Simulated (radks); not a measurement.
# Valence configurations of B

NIST gives [He] 2s2 2p1 as the ground configuration of B. Does this level of theory agree? Several fillings of the valence shells are run.

The numbers are computed with radks (a radial shooting solver on a logarithmic mesh, Libxc functionals) version 1 (scalar-relativistic Kohn-Sham, LDA (Slater exchange, Perdew-Wang correlation), spin-unpolarised, spherical densities, point nucleus), except any that are marked as measured or tabulated.

**1. What is computed**

```
element       : boron (Z = 5)
charge        : 0
electrons     : 5
configuration : [He] 2s2 2p1
others tried  : 2s1 2p2; 2p3; 2s1.5 2p1.5; 2s0.5 2p2.5
```

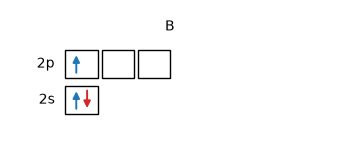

Occupation of the outer shells (arrows by Hund's rule).

**2. [He] 2s2 2p1**

Settings of this run:

```text
Z 5
configuration [He] 2s2 2p1
relativity scalar-relativistic
functional lda,pw
spin unpolarised
nucleus point
c 137.035999084
```

**3. [He] 2s1 2p2**

Settings of this run:

```text
Z 5
configuration [He] 2s1 2p2
relativity scalar-relativistic
functional lda,pw
spin unpolarised
nucleus point
c 137.035999084
```

**4. [He] 2p3**

Settings of this run:

```text
Z 5
configuration [He] 2p3
relativity scalar-relativistic
functional lda,pw
spin unpolarised
nucleus point
c 137.035999084
```

**5. [He] 2s1.5 2p1.5**

Settings of this run:

```text
Z 5
configuration [He] 2s1.5 2p1.5
relativity scalar-relativistic
functional lda,pw
spin unpolarised
nucleus point
c 137.035999084
```

**6. [He] 2s0.5 2p2.5**

Settings of this run:

```text
Z 5
configuration [He] 2s0.5 2p2.5
relativity scalar-relativistic
functional lda,pw
spin unpolarised
nucleus point
c 137.035999084
```

Before running it: what results should come out? Wanted: for each run, valence; E − E(NIST configuration); highest level; its energy; 1s shift.

The runs gave:

```tsv
valence	E − E(NIST configuration) (eV)	highest level	its energy (eV)	1s shift (eV)
2s2 2p1	0.000	2p	-3.715	+0.00
2s1.5 2p1.5	2.838	2p	-3.941	-0.53
2s1 2p2	5.685	2p	-4.146	-1.02
2s0.5 2p2.5	8.539	2p	-4.335	-1.48
2p3	11.399	2p	-4.510	-1.92
```

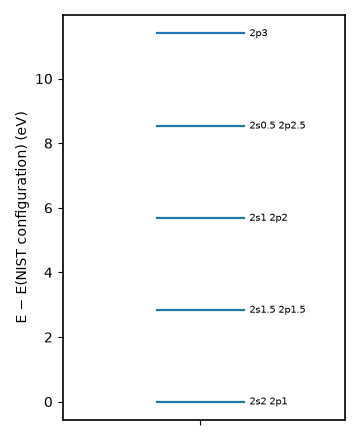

Energies of the configurations.

The NIST configuration is the lowest of those tried, 2.838 eV under 2s1.5 2p1.5. The energies are those of spherical spin-averaged densities, not of single terms. The 1s eigenvalue shifts by up to 1.92 eV as the valence charge is rearranged.
